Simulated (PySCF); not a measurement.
# TiN5H15 (+3): ligand-field states

Wanted: ligand-field states for TiN5H15 (+3).

Programs: PySCF 2.14.0, with routines of our own; each step states its level. All values are computed. Atoms count from 0.

### 1 The system as given

21 atoms, charge 3, states of the metal's open shell are computed; geometry from: model start, shaken.

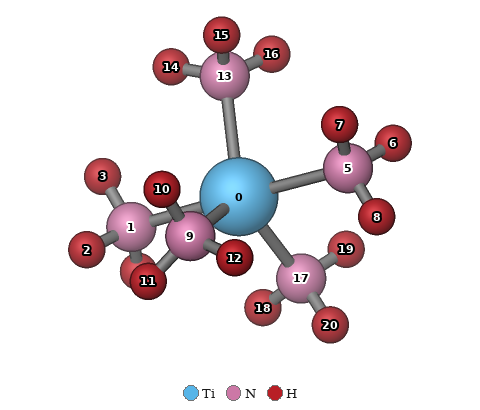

The starting geometry (titanium blue, nitrogen pink, hydrogen red); sticks join atoms by distance alone.

### 2 Relaxing the molecule at PBE0-D3(BJ)/def2-SVP

Job settings and geometry (Å):

```
{"job": {"xc": "PBE0", "basis": "def2-SVP", "d3": "d3bj", "grid": 1, "maxiter": 45, "solvent": "water", "kind": "geom"}, "charge": 3, "metal": "Ti", "open_shell": "d1"}
Ti     0.000020     0.004480    -0.004110
N     -0.013360    -0.006820     2.025130
H      0.943260     0.020100     2.422950
H     -0.480490     0.823450     2.435690
H     -0.469600    -0.830060     2.429900
N      0.010430    -0.020160    -2.046860
H     -0.970880    -0.019340    -2.457960
H      0.467650     0.797090    -2.426270
H      0.473530    -0.818910    -2.468090
N      2.031920    -0.000730     0.001700
H      2.407380     0.935190    -0.014680
H      2.418200    -0.455270     0.803990
H      2.429850    -0.457910    -0.824860
N     -1.021680     1.768350     0.000960
H     -1.233540     2.105880     0.962740
H     -0.531610     2.525680    -0.469390
H     -1.931560     1.726690    -0.459750
N     -1.037990    -1.765570     0.008650
H     -1.218000    -2.094490     0.941360
H     -1.911930    -1.675100    -0.481310
H     -0.505350    -2.519740    -0.469270
```

Started as:

```sh
$ OMP_NUM_THREADS=1 python lf_run.py task.json out
```

This one command runs all jobs of the session in turn.

The program printed:

```text
step   0  E = -1131.18374753  max force = 0.037920
step   1  E = -1131.20050654  max force = 0.005953
step   2  E = -1131.20129610  max force = 0.003237
step   3  E = -1131.20175531  max force = 0.002432
step   4  E = -1131.20185057  max force = 0.001483
step   5  E = -1131.20192381  max force = 0.000790
step   6  E = -1131.20194399  max force = 0.000739
step   7  E = -1131.20197734  max force = 0.000906
step   8  E = -1131.20199642  max force = 0.001115
step   9  E = -1131.20203228  max force = 0.001011
step  10  E = -1131.20207192  max force = 0.000997
step  11  E = -1131.20218672  max force = 0.001472
step  12  E = -1131.20231428  max force = 0.002347
step  13  E = -1131.20238618  max force = 0.001150
step  14  E = -1131.20253517  max force = 0.002292
step  15  E = -1131.20262043  max force = 0.003000
step  16  E = -1131.20294983  max force = 0.003376
step  17  E = -1131.20310066  max force = 0.002702
step  18  E = -1131.20326686  max force = 0.002126
step  19  E = -1131.20348961  max force = 0.002807
step  20  E = -1131.20358392  max force = 0.002227
step  21  E = -1131.20381513  max force = 0.001503
step  22  E = -1131.20409485  max force = 0.003284
step  23  E = -1131.20425827  max force = 0.004345
step  24  E = -1131.20450694  max force = 0.003307
step  25  E = -1131.20468995  max force = 0.000846
step  26  E = -1131.20473415  max force = 0.000835
step  27  E = -1131.20479082  max force = 0.001379
step  28  E = -1131.20483793  max force = 0.000851
step  29  E = -1131.20490134  max force = 0.001147
step  30  E = -1131.20494835  max force = 0.001344
step  31  E = -1131.20498109  max force = 0.001052
step  32  E = -1131.20500178  max force = 0.000439
step  33  E = -1131.20500830  max force = 0.000254
optimisation converged
```

Run time: 29 min. Hardware: 1 thread of Intel Xeon 6975P-C, shared host; peak memory 1.7 GiB.

Along the way: (not every step is listed)

| step | energy from step 0 (eV) | largest force component (eV/Å) |
| --- | --- | --- |
| 0 | 0.0000 | 1.9499 |
| 1 | -0.4560 | 0.3061 |
| 2 | -0.4775 | 0.1665 |
| 3 | -0.4900 | 0.1251 |
| 4 | -0.4926 | 0.0763 |
| 5 | -0.4946 | 0.0406 |
| 6 | -0.4952 | 0.0380 |
| 7 | -0.4961 | 0.0466 |
| 8 | -0.4966 | 0.0573 |
| 10 | -0.4986 | 0.0513 |
| 12 | -0.5052 | 0.1207 |
| 14 | -0.5112 | 0.1179 |
| 16 | -0.5225 | 0.1736 |
| 18 | -0.5311 | 0.1093 |
| 20 | -0.5398 | 0.1145 |
| 22 | -0.5537 | 0.1689 |
| 24 | -0.5649 | 0.1701 |
| 26 | -0.5711 | 0.0429 |
| 28 | -0.5739 | 0.0438 |
| 29 | -0.5756 | 0.0590 |
| 30 | -0.5769 | 0.0691 |
| 31 | -0.5778 | 0.0541 |
| 32 | -0.5784 | 0.0226 |
| 33 | -0.5785 | 0.0131 |

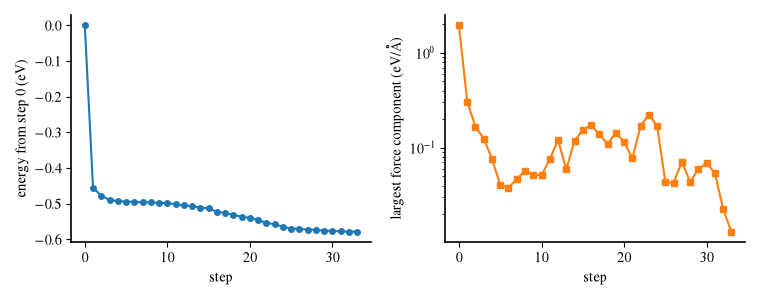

Energy and largest force along the relaxation.

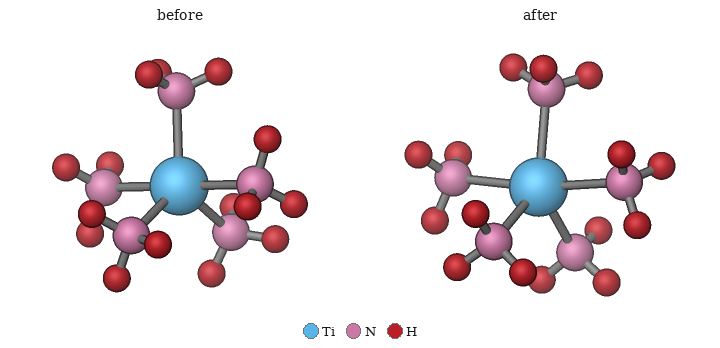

The geometry before (left) and after (right).

Close pairs (by a distance rule), those that changed most:

| bond | before (Å) | after (Å) | change (Å) |
| --- | --- | --- | --- |
| Ti0–N1 | 2.029 | 2.157 | +0.127 |
| Ti0–N5 | 2.043 | 2.159 | +0.117 |
| Ti0–N9 | 2.032 | 2.114 | +0.082 |
| Ti0–N13 | 2.038 | 2.098 | +0.059 |
| Ti0–N17 | 2.052 | 2.095 | +0.043 |
| N5–H6 | 1.064 | 1.026 | -0.038 |
| N9–H11 | 1.000 | 1.027 | +0.027 |
| N17–H18 | 1.005 | 1.026 | +0.021 |

The next job starts from the end point, and lists it.

| at the end point | value |
| --- | --- |
| point group (found at 0.08 Å tolerance) | C1 |
| rotational constants (GHz, main isotopes) | 2.004, 1.813, 1.576 |
| ⟨S²⟩ | 0.753 |

### 3 Ligand-field states: state-averaged CASSCF in water

Job settings and geometry (Å):

```
{"job": {"kind": "lf", "basis": {"metal": "x2c-TZVPall", "ligand": "x2c-SVPall"}, "nevpt": true, "solvent": "water"}, "charge": 3, "metal": "Ti", "open_shell": "d1"}
Ti     0.000000     0.000000     0.000000
N     -0.092137     0.146254     2.149666
H     -1.043561     0.225828     2.521703
H      0.306730    -0.687812     2.593788
H      0.432527     0.937612     2.535027
N     -0.084635     0.108307    -2.155055
H      0.436849    -0.663428    -2.584308
H     -1.034466     0.043220    -2.533984
H      0.321956     0.962877    -2.547781
N     -1.039310     1.840851     0.025370
H     -1.971022     1.742060     0.446332
H     -0.550244     2.547518     0.587520
H     -1.186635     2.263195    -0.896835
N     -0.778874    -1.947629    -0.017607
H     -0.472220    -2.514214     0.781350
H     -1.805194    -1.931406     0.026187
H     -0.539239    -2.481308    -0.860383
N      2.076354    -0.278704    -0.003618
H      2.421407    -0.793200     0.814472
H      2.426452    -0.776403    -0.829554
H      2.562167     0.626751     0.007595
```

With the program's defaults for keys left out, this is: state-averaged CASSCF of the metal d shell, SC-NEVPT2 on the averaged canonical orbitals, state-interaction spin-orbit coupling.

The program printed:

```text
basis functions 193, electrons 69, active (1e, 5o)
stage 1: DIIS on the effective Fock matrix, level shift 0.30
cycle   1  E = -1132.2156343458  dE = -1.132e+03  max|g| = 1.585e+00
cycle   2  E = -1133.2245701623  dE = -1.009e+00  max|g| = 5.655e-01
cycle   3  E = -1133.4090172557  dE = -1.844e-01  max|g| = 4.222e-01
cycle   4  E = -1133.5150783470  dE = -1.061e-01  max|g| = 9.298e-02
cycle   5  E = -1133.5283840786  dE = -1.331e-02  max|g| = 2.186e-02
cycle   6  E = -1133.5314648024  dE = -3.081e-03  max|g| = 2.631e-02
cycle   7  E = -1133.5326874732  dE = -1.223e-03  max|g| = 1.906e-02
cycle   8  E = -1133.5331063854  dE = -4.189e-04  max|g| = 6.242e-03
cycle   9  E = -1133.5331642058  dE = -5.782e-05  max|g| = 4.692e-03
cycle  10  E = -1133.5331834018  dE = -1.920e-05  max|g| = 3.066e-03
cycle  11  E = -1133.5331919220  dE = -8.520e-06  max|g| = 1.843e-03
cycle  12  E = -1133.5331943769  dE = -2.455e-06  max|g| = 1.187e-03
cycle  13  E = -1133.5331951987  dE = -8.217e-07  max|g| = 7.592e-04
cycle  14  E = -1133.5331955176  dE = -3.189e-07  max|g| = 4.999e-04
cycle  15  E = -1133.5331956514  dE = -1.338e-07  max|g| = 3.392e-04
cycle  16  E = -1133.5331957108  dE = -5.934e-08  max|g| = 2.453e-04
cycle  17  E = -1133.5331957408  dE = -3.004e-08  max|g| = 1.732e-04
cycle  18  E = -1133.5331957542  dE = -1.344e-08  max|g| = 1.345e-04
cycle  19  E = -1133.5331957610  dE = -6.756e-09  max|g| = 1.024e-04
cycle  20  E = -1133.5331957648  dE = -3.807e-09  max|g| = 8.078e-05
cycle  21  E = -1133.5331957672  dE = -2.357e-09  max|g| = 6.063e-05
cycle  22  E = -1133.5331957686  dE = -1.426e-09  max|g| = 4.490e-05
cycle  23  E = -1133.5331957694  dE = -7.860e-10  max|g| = 3.248e-05
cycle  24  E = -1133.5331957698  dE = -3.820e-10  max|g| = 2.517e-05
cycle  25  E = -1133.5331957700  dE = -2.101e-10  max|g| = 1.883e-05
cycle  26  E = -1133.5331957701  dE = -1.148e-10  max|g| = 1.433e-05
cycle  27  E = -1133.5331957701  dE = -6.526e-11  max|g| = 1.116e-05
cycle  28  E = -1133.5331957702  dE = -3.843e-11  max|g| = 8.454e-06
converged average energy = -1133.5331957702

 mult deg   label        CASSCF/cm-1   NEVPT2/cm-1
   2   1   2D                  0.0           0.0
   2   1   2D               1421.8        1426.1
   2   1   2D               4417.1        4654.2
   2   1   2D               9052.2        9617.7
   2   1   2D              20751.8       23007.6

spin-orbit levels / cm-1
      0.00  x2  2D 1.00
   1432.38  x2  2D 1.00
   4659.21  x2  2D 1.00
   9626.56  x2  2D 1.00
  23014.28  x2  2D 1.00
```

It took 18 s on 1 thread of Intel Xeon 6975P-C, shared host; peak memory 0.89 GiB.

Key values:

| quantity | value |
| --- | --- |
| spin-orbit constant ζ | 129 cm⁻¹ |

Powder susceptibility:

| T (K) | χT (cm³ K/mol) | μ(eff) |
| --- | --- | --- |
| 2 | 0.337 | 1.64 |
| 5 | 0.337 | 1.64 |
| 10 | 0.338 | 1.65 |
| 20 | 0.340 | 1.65 |
| 30 | 0.342 | 1.66 |
| 50 | 0.346 | 1.66 |
| 75 | 0.351 | 1.68 |
| 100 | 0.356 | 1.69 |
| 150 | 0.366 | 1.71 |
| 200 | 0.376 | 1.73 |
| 250 | 0.385 | 1.75 |
| 300 | 0.395 | 1.78 |

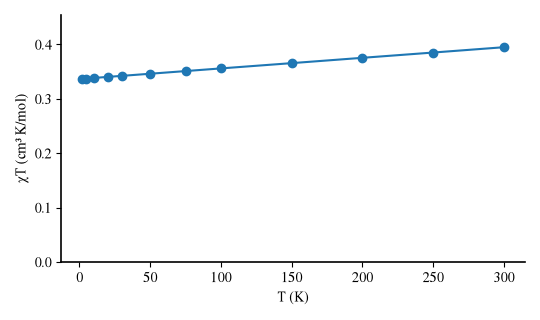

χT against temperature.

The fields below are evaluated on a grid from the run's orbitals.

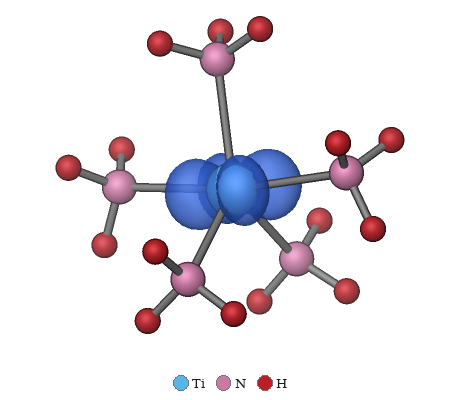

Spin density at ±0.1 e/Å³ (alpha excess blue, beta excess red).

In these pictures sticks join atoms by distance alone, so bonds to metals can be missing or extra.

### 4 Ligand-field states: state-averaged CASSCF (basis x2c-TZVPall) in water

The job, as its differences from that of step 3:

```diff
@@ -1,2 +1,2 @@
-{"job": {"kind": "lf", "basis": {"metal": "x2c-TZVPall", "ligand": "x2c-SVPall"}, "nevpt": true, "solvent": "water"}, "charge": 3, "metal": "Ti", "open_shell": "d1"}
+{"job": {"kind": "lf", "basis": "x2c-TZVPall", "nevpt": true, "solvent": "water"}, "charge": 3, "metal": "Ti", "open_shell": "d1"}
 Ti     0.000000     0.000000     0.000000
```

Method: state-averaged CASSCF of the metal d shell, SC-NEVPT2 on the averaged canonical orbitals, state-interaction spin-orbit coupling.

The program printed (excerpt; [...] marks lines left out):

```text
basis functions 293, electrons 69, active (1e, 5o)
stage 1: DIIS on the effective Fock matrix, level shift 0.30
cycle   1  E = -1132.4879497584  dE = -1.132e+03  max|g| = 1.598e+00
cycle   2  E = -1133.5505175000  dE = -1.063e+00  max|g| = 4.377e-01
cycle   3  E = -1133.7180648440  dE = -1.675e-01  max|g| = 4.583e-01
cycle   4  E = -1133.8366076801  dE = -1.185e-01  max|g| = 8.720e-02
cycle   5  E = -1133.8493272993  dE = -1.272e-02  max|g| = 1.613e-02
cycle   6  E = -1133.8512687107  dE = -1.941e-03  max|g| = 2.538e-02
cycle   7  E = -1133.8521169056  dE = -8.482e-04  max|g| = 1.721e-02
cycle   8  E = -1133.8524556523  dE = -3.387e-04  max|g| = 7.930e-03
cycle   9  E = -1133.8525103169  dE = -5.466e-05  max|g| = 5.323e-03
cycle  10  E = -1133.8525338166  dE = -2.350e-05  max|g| = 3.441e-03
[... 7 cycles left out ...]
cycle  18  E = -1133.8525488448  dE = -1.391e-08  max|g| = 1.313e-04
cycle  19  E = -1133.8525488521  dE = -7.261e-09  max|g| = 9.668e-05
cycle  20  E = -1133.8525488559  dE = -3.829e-09  max|g| = 7.548e-05
cycle  21  E = -1133.8525488581  dE = -2.187e-09  max|g| = 5.550e-05
cycle  22  E = -1133.8525488594  dE = -1.284e-09  max|g| = 3.989e-05
cycle  23  E = -1133.8525488600  dE = -6.310e-10  max|g| = 2.836e-05
cycle  24  E = -1133.8525488603  dE = -2.972e-10  max|g| = 2.138e-05
cycle  25  E = -1133.8525488605  dE = -1.539e-10  max|g| = 1.604e-05
cycle  26  E = -1133.8525488605  dE = -8.390e-11  max|g| = 1.235e-05
cycle  27  E = -1133.8525488606  dE = -4.911e-11  max|g| = 9.616e-06
converged average energy = -1133.8525488606

 mult deg   label        CASSCF/cm-1   NEVPT2/cm-1
   2   1   2D                  0.0           0.0
   2   1   2D               1434.8        1416.1
   2   1   2D               4360.2        4493.2
   2   1   2D               8950.8        9312.6
   2   1   2D              20530.7       22353.9

spin-orbit levels / cm-1
      0.00  x2  2D 1.00
   1422.42  x2  2D 1.00
   4498.31  x2  2D 1.00
   9321.70  x2  2D 1.00
  22360.69  x2  2D 1.00
```

Wall time 40 s (1 thread of Intel Xeon 6975P-C, shared host); peak memory 1.2 GiB.

In short:

| quantity | value |
| --- | --- |
| spin-orbit constant ζ | 129 cm⁻¹ |

Powder susceptibility:

| T (K) | χT (cm³ K/mol) | μ(eff) |
| --- | --- | --- |
| 2 | 0.336 | 1.64 |
| 20 | 0.340 | 1.65 |
| 100 | 0.356 | 1.69 |
| 300 | 0.395 | 1.78 |

### 5 The runs side by side

From the NEVPT2 states (cm⁻¹; the spread is that of the fitted one-electron ligand-field levels):

| step | setting | ground state | next state | orbital spread | ζ | μ(eff), 300 K |
| --- | --- | --- | --- | --- | --- | --- |
| 3 | as given | 2D | 2D at 1426 | 23008 | 129 | 1.78 |
| 4 | basis x2c-TZVPall | 2D | 2D at 1416 | 22354 | 129 | 1.78 |

### 6 What came out

| quantity | value |
| --- | --- |
| point group | C1 |
| rotational constants (main isotopes) | 2.00, 1.81, 1.58 GHz |
| spin-orbit constant ζ (step 3, state-averaged CASSCF in water) | 129 cm⁻¹ |
| ground multiplicity, μ(eff) at 300 K (step 3, 5 donors at 2.09 to 2.16 Å) | 2, 1.78 μB |
| ground multiplicity, μ(eff) at 300 K (step 4, 5 donors at 2.09 to 2.16 Å) | 2, 1.78 μB |

Over 33 steps the energy fell by 0.579 eV; of the close pairs, Ti0–N1 changed most, 2.029 to 2.157 Å. No frequency check was run at this level, so the end point may be a saddle. In step 3, χT goes from 0.34 at 2 K to 0.40 cm³ K/mol at 300 K, as higher levels fill or mix in.
